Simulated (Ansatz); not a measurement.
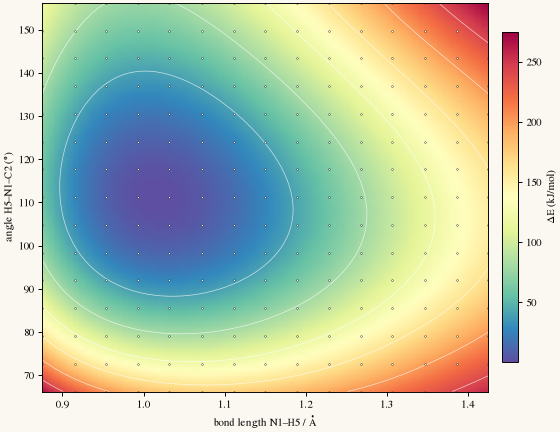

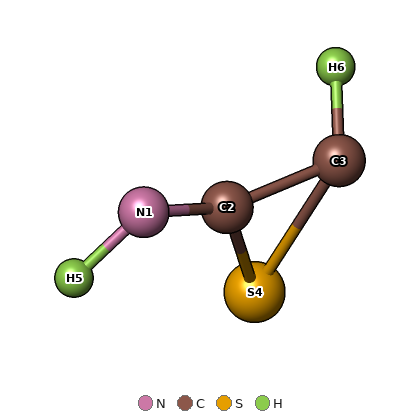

Energy landscape of C₂H₂NS, SMILES N=C1[CH-]S1, charge −1. First axis: bond length N1–H5. Second axis: angle H5–N1–C2. Nothing is relaxed (all other coordinates rigid). The scan uses a 15 × 15 grid. Points are written as (first, second). All energies are given in kJ/mol relative to the relaxed molecule at the same level. Theory: RKS B3LYP-D4/def2-SVPD (Ansatz 0.2.0).

The picture shows a smooth colour map with a few white contour lines, dots at the grid points. Between grid points the surface is interpolated. The second picture is the structure at the lowest point.

### Where are the wells?

The lowest grid point is at (1.032 Å, 111.2°), 0.40 kJ/mol from the relaxed molecule at the same level. No other kind of well shows on this grid. The highest grid point, (1.425 Å, 156.2°), lies 274 kJ/mol above the lowest. Round the minimum the two coordinates are weakly coupled (coupling 0.11 in units of the two stiffnesses).

The values on the grid:

```
angle H5–N1–C2 ↓, bond length N1–H5 →  0.875  0.915  0.954  0.993  1.032  1.072  1.111  1.150  1.189  1.229  1.268  1.307  1.347  1.386  1.425
                                156.2    122     94     80     76     79     88    102    120    139    161    184    207    230    253    275
                                149.7    109     81     66     61     64     73     86    102    121    142    164    185    208    229    250
                                143.3     96     67     52     47     49     57     69     85    103    123    144    165    186    207    227
                                136.9     84     54     39     33     34     42     53     68     85    105    125    145    166    186    205
                                130.5     73     43     27     20     21     28     39     53     70     88    108    127    148    167    187
                                124.0     64     34     17     10     10     16     27     41     57     75     93    113    133    152    171
                                117.6     59     29     11      3      3      9     19     32     47     65     83    102    122    141    160
                                111.2     59     28     10      1      0      5     15     27     42     60     77     96    115    134    153
                                104.7     64     32     14      5      3      7     16     28     43     59     77     95    114    133    151
                                 98.3     76     43     24     14     12     15     23     35     49     65     82    100    119    137    155
                                 91.9     95     62     41     31     28     30     38     48     62     77     94    111    129    147    165
                                 85.5    122     88     67     55     51     53     59     69     82     96    112    129    147    164    182
                                 79.0    160    124    102     89     83     84     89     98    109    123    138    154    170    187    204
                                 72.6    207    170    146    132    125    124    127    134    143    155    169    183    199    214    229
                                 66.2    267    228    202    185    176    172    173    178    185    194    205    216    229    242    255
```

Each point was launched as `ansatz run input.yaml --threads 1 --pin off --max-ram 2560MiB --backend cpu --events-out ev --progress --plain --runs-dir out`. Time for the 225 points that were run: 6.6 min on 1 thread of Intel(R) Xeon(R) 6975P-C (Granite Rapids), on a shared host.
